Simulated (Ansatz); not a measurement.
# GeHLiMgN (doublet): what the fields show

Input file:

```
basis:
  gaussian:
    orbitals: def2-TZVPD
crystal:
  periodic: [false, false, false]
  atoms:
    - {symbol: Ge, position_ang: [-1.301346, 1.674248, -1.075632]}
    - {symbol: Li, position_ang: [-1.735718, 2.422325, 1.477832]}
    - {symbol: Mg, position_ang: [-0.039491, 4.324712, -0.189132]}
    - {symbol: "N", position_ang: [-2.156885, 1.068744, 0.373456]}
    - {symbol: H, position_ang: [-2.637109, 0.175796, 0.235916]}
magnetization:
  spin_polarized: true
  initial_magnetization: 1
hamiltonian:
  xc: pbe0
output: {forces: true, orbitals: {seedname: orbitals}}
```

Command:

```sh
ansatz run input.yaml --threads 1 --pin off --max-ram 2610MiB --events-out events.jsonl --progress --plain --runs-dir runs
```

Geometry: r2SCAN-D4/def2-SVP.

The calculation used isolated molecule in a Gaussian basis; Kohn-Sham density functional theory, functional PBE0 (Ansatz).

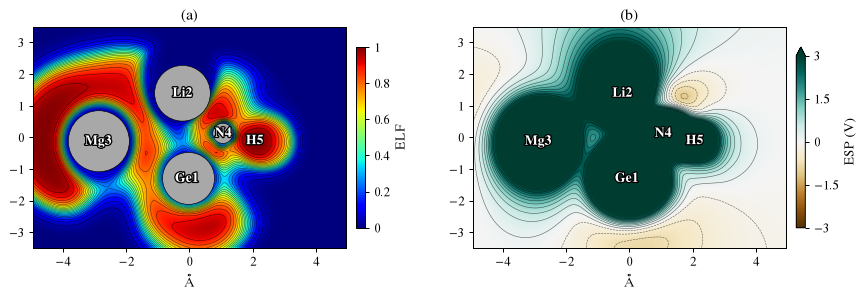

Figure 1. (a) ELF; (b) electrostatic potential on the molecular plane. Grey discs cover the atomic cores in the ELF map.

Question: Describe what can be read from this map.

Answer:
- The plane passes through Ge, Li, Mg, N and H nuclei.
- Ge–N (1.79 Å): the ELF peaks at about 0.85 in the valence shell of N, 0.6 Å from its nucleus, and is about 0.40 at the midpoint.
- Li–N (1.80 Å): the ELF peaks at about 0.90 in the valence shell of N, 0.7 Å from its nucleus, and falls to about 0.15 next to Li; a largely ionic contact.
- Li–Mg (3.05 Å): the ELF peaks at about 0.85 between the atoms.
- Mg–Ge (3.07 Å): the ELF peaks at about 0.85 in the valence shell of Ge, 1.5 Å from its nucleus, and is about 0.85 at the midpoint.
- N–H (1.02 Å): the ELF climbs to about 1 towards the hydrogen, as it does in any bond to H (an ordinary covalent bond to hydrogen).
- Outside the dense part of the molecule the potential is most negative (−1.0 V) near N4.

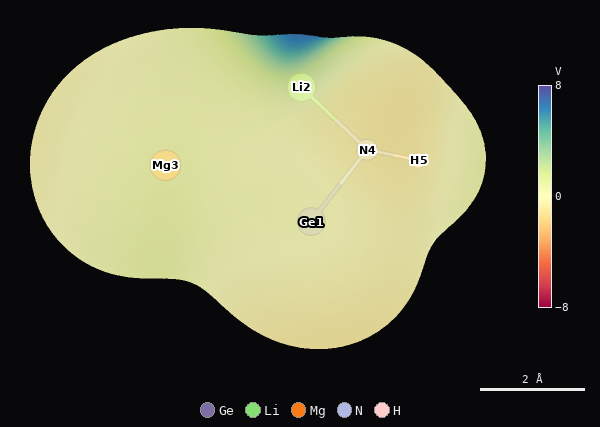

Figure 2. The molecular electrostatic potential painted on the density surface at 0.001 e/bohr³, seen at a tilt; the colour scale runs from red (negative) to blue (positive).

Question: Describe the electrostatic potential map.

Answer: The most negative region (about −0.9 V) lies over Ge1 and N4, the most positive (about +6.8 V) over Li2.

Question: How polar is the molecule by this calculation?

Answer: Its dipole moment is 2.60 D.

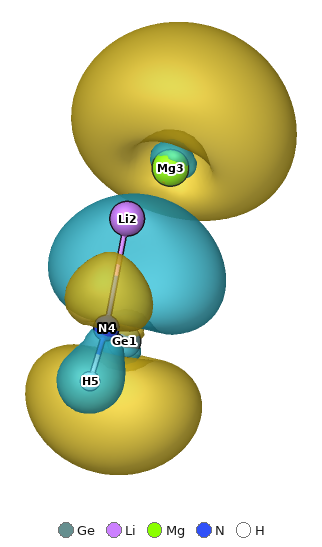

Figure 3. The HOMO (α) at ±0.08 Å⁻³ᐟ² (yellow and cyan are the two phases), seen at an oblique angle.

Question: Describe this orbital and give its energy.

Answer: Its weight (Hirshfeld) is mainly on Mg3 (about 50 %) and Ge1 (about 40 %). Its energy is −3.87 eV.
